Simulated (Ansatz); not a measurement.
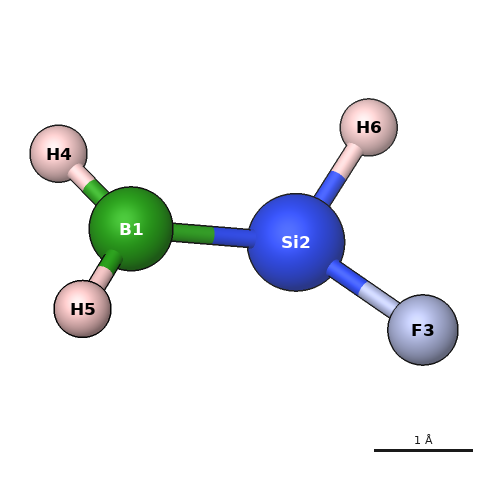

The atoms are numbered. The species has charge −1 and is a spin singlet. Computed geometry: PBE-D4/def2-SVPD optimisation. No frequency run is at hand to confirm it as a minimum.

Which bond is the longest?

B1–Si2, 1.874 Å.
